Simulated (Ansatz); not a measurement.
# Be₂Te₂ (charge +1, doublet): what the fields show

```xyz
4

Be   -0.1181    0.7624    0.7548
Be    0.1180   -0.7624   -0.7548
Te    1.8792   -0.3375    0.6348
Te   -1.8791    0.3376   -0.6349
```

Geometry: r2SCAN-D4/def2-TZVP; core potentials replace the inner electrons of Te.

All numbers below come from UKS PBE0-D4/def2-TZVP (Ansatz 0.2.0).

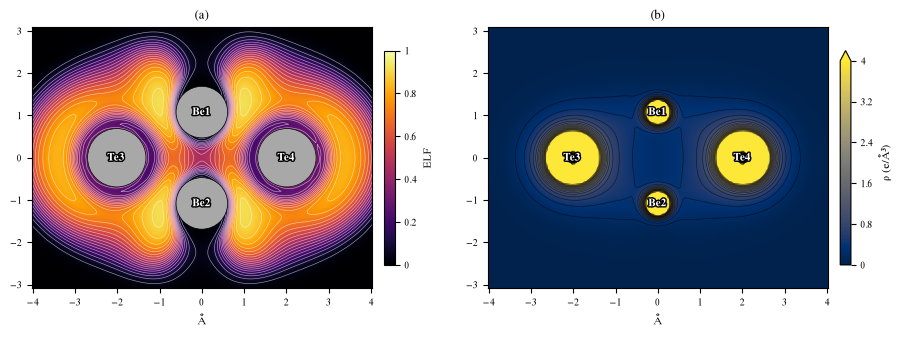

Figure 1. (a) ELF; (b) electron density on the molecular plane. Grey discs cover the atomic cores in the ELF map.

Question: Interpret the plot.

Answer: The section cuts through Be and Te sites.
Be–Te (2.28 Å): the density is about 0.6 e/Å³ at the midpoint; the ELF peaks at about 0.85 between the atoms: a shared electron pair.
The ELF also peaks beside Te4 and Te3, away from the bonds: non-bonding electrons, paired or unpaired.

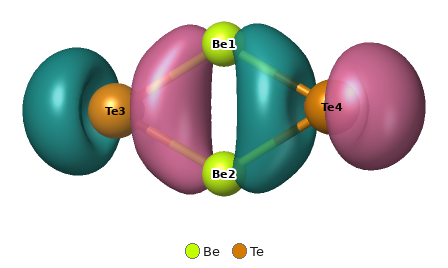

Figure 2. The HOMO−1 (α) at ±0.15 Å⁻³ᐟ² (teal and pink are the two phases), seen at a tilt.

Question: What is the character of this orbital?

Answer: Its weight (Hirshfeld) is mainly on Te3 (about 40 %), Te4 (about 40 %), Be1 (about 10 %) and Be2 (about 10 %); it is symmetric in the molecular plane (an in-plane orbital: σ, lone-pair or in-plane π type); it is ungerade (odd under inversion). Its energy is −12.90 eV.
